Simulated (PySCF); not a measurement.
# UBLYP/6-311G(d,p) run of BHBr (SMILES [BH]Br)

What is the vertical doublet–quartet gap of BHBr at UBLYP/6-311G**? Input form: a Python script.

Program for the calculation: PySCF 2.14.0.

## (1) The structure to begin with

The species is BHBr (3 atoms), meant as a doublet with charge 0. As SMILES, `[BH]Br`. The shape is that of a PBE0-D4/def2-TZVP optimisation.

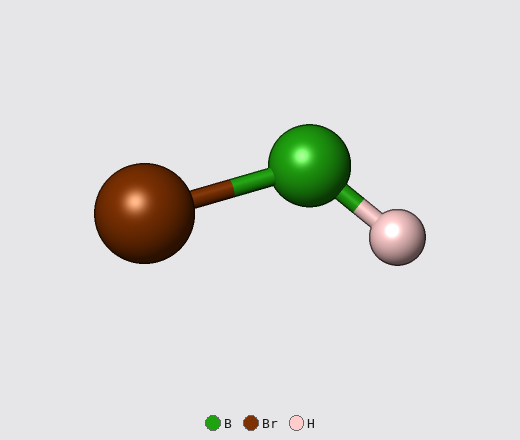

Viewed from a chosen angle; boron green, bromine brown, hydrogen pink.

## (2) A single-point energy at UBLYP/6-311G(d,p)

calc.py reads:

```python
from pyscf import gto, dft

molecule = gto.Mole()
molecule.atom = [
    ('B', (-0.094500, -0.523000, -0.115700)),
    ('Br', (1.181000, 0.563200, 0.709800)),
    ('H', (-1.097400, -0.105000, -0.607300)),
]
molecule.spin = 1
molecule.max_memory = 1860
molecule.basis = '6-311g**'
molecule.verbose = 3
molecule.charge = 0
molecule.build()

mf = dft.UKS(molecule)
mf.xc = 'blyp'
mf.grids.level = 4
mf.conv_tol = 1e-10
mf.kernel()
if not mf.converged:
    mf = mf.newton().run(mf.mo_coeff, mf.mo_occ)

e_tot = mf.e_tot
print('E(%s) = %.9f' % ('BLYP', e_tot))
```

The run is started by

```sh
$ OMP_NUM_THREADS=1 python calc.py
```

Standard output:

```text
WARN: HOMO -0.156736945257314 >= LUMO -0.156736945257287

converged SCF energy = -2599.52817812768  <S^2> = 0.75189925  2S+1 = 2.0018983
E(BLYP) = -2599.528178128
```

Wall time 7.8 s (1 thread of Arm Neoverse V1, shared host); peak memory 0.32 GiB.

## (3) The quartet

job.py reads:

```python
from pyscf import gto, dft

molecule = gto.M(
    atom=[
    ('B', (-0.094500, -0.523000, -0.115700)),
    ('Br', (1.181000, 0.563200, 0.709800)),
    ('H', (-1.097400, -0.105000, -0.607300)),
],
    spin=3,
    max_memory=1860,
    verbose=3,
    basis='6-311g**',
)

mf = dft.UKS(molecule, xc='blyp')
mf.conv_tol = 1e-10
mf.grids.level = 4
mf.kernel()
if not mf.converged:
    mf = mf.newton().run(mf.mo_coeff, mf.mo_occ)

e_final = mf.e_tot
print('Final energy', e_final)
```

The run is started by

```sh
$ OMP_NUM_THREADS=1 python job.py
```

Standard output:

```text
WARN: HOMO -0.112031883559898 >= LUMO -0.299623709319267

WARN: HOMO -0.0374757321869182 >= LUMO -0.227148886391928

WARN: HOMO -0.145915760007257 >= LUMO -0.226944682769814

WARN: HOMO -0.092513353521527 >= LUMO -0.292192632092549

WARN: HOMO -0.129811837335125 >= LUMO -0.295017705279613

WARN: HOMO -0.115260143626594 >= LUMO -0.307036549486724

WARN: HOMO -0.108471903205265 >= LUMO -0.304885477114553

WARN: HOMO -0.10946842254142 >= LUMO -0.307196968937709

WARN: HOMO -0.108848620309042 >= LUMO -0.307130130597201

WARN: HOMO -0.10878553955206 >= LUMO -0.30737131473712

WARN: HOMO -0.108783603494334 >= LUMO -0.307390087529904

WARN: HOMO -0.108772524271826 >= LUMO -0.307389902064009

WARN: HOMO -0.108773385486985 >= LUMO -0.307388948583379

WARN: HOMO -0.108774081947484 >= LUMO -0.307389565281183

WARN: HOMO -0.108773055396996 >= LUMO -0.307389521100636

converged SCF energy = -2599.34094195582  <S^2> = 3.7524035  2S+1 = 4.0012016
Final energy -2599.3409419558247
```

Wall time 9.3 s (1 thread of Arm Neoverse V1, shared host); peak memory 0.32 GiB.

## (4) Outcome

At UBLYP/6-311G**:

| quantity | value |
| --- | --- |
| doublet: total energy | -2599.52818 Eh |
| doublet: dipole moment | 0.56 D |
| doublet: HOMO energy (highest over α and β) | -4.66 eV |
| doublet: LUMO energy (lowest over α and β) | -2.95 eV |
| doublet: ⟨S²⟩ | 0.752 |
| quartet: total energy | -2599.34094 Eh |
| quartet: dipole moment | 2.53 D |
| quartet: HOMO energy (highest over α and β) | -2.96 eV |
| quartet: ⟨S²⟩ | 3.752 |
| vertical energy of the quartet above the doublet | 5.095 eV |

**Reading.** At this shape the quartet lies 5.09 eV (117 kcal/mol) above the doublet. Mulliken charges (quartet) run from -0.41 on B1 to +0.33 on Br2; they depend strongly on the basis.
